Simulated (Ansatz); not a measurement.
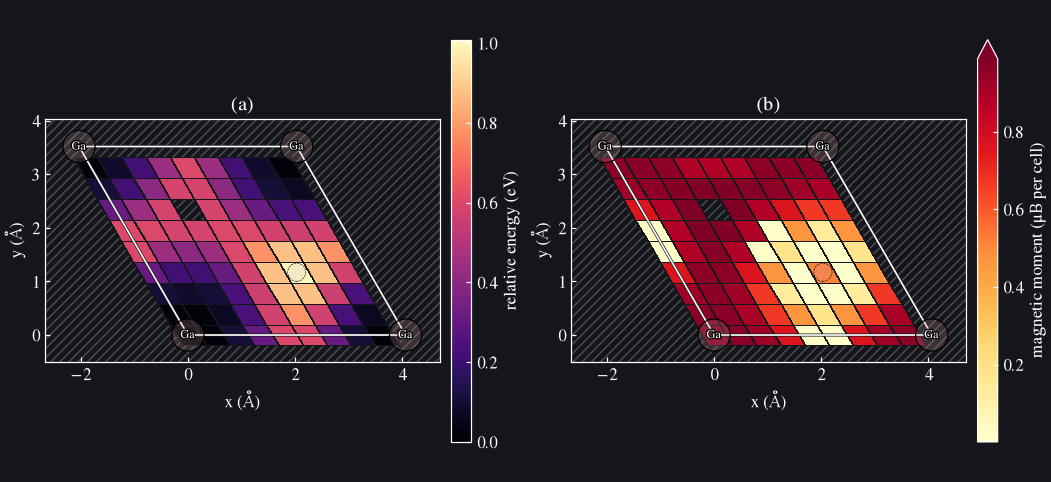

Cl on a GaAs(111) slab cut from the F-43m phase, its upper half relaxed before the scan (4 atoms of substrate and one adsorbate in a 1 × 1 cell). Cl is moved over the surface cell; relaxed at each place: the height of the adsorbate's atoms; substrate rigid; the origin of the map has the adsorbate above Ga4. Places are given modulo a cell vector. The map is drawn in real space over the plane of the surface. Grid: 9 × 9 points; 18 points were computed and 62 follow by symmetry. At 1 point there is no value. Energies are in eV, from the lowest grid point. The magnetic moment jumps between some neighbouring points. With one adsorbate in each 1 × 1 cell, its nearest image is 4.1 Å away, so neighbouring adsorbates interact. Computed with Ansatz, DFT PBE, scalar-relativistic, plane waves, PAW. Settings: cutoff 420 eV, k-mesh 9×9×1, gaussian smearing 0.05 eV, spin-polarised.

Panel (a) is the energy and panel (b) the computed magnetic moment on the same grid.

Drawn: one coloured cell a grid point, labelled circles for the atoms of the top layer and small ones for the second layer, the outline of one cell of the plane, hatched blanks where no value was computed.

How does the magnetic moment vary over the map, and what is it at the lowest grid point?

Answer. It runs from 0.00 μB per cell at (5/9, 2/9) of the cell vectors [nearest 1 As at 2.66 Å] to 0.99 μB per cell at (2/9, 5/9) of the cell vectors [nearest 1 Ga at 2.64 Å]. At the lowest grid point, the top site over a surface Ga atom, (0/9, 0/9) of the cell vectors, it is 0.97 μB per cell.

PAW datasets: the set soft_1.
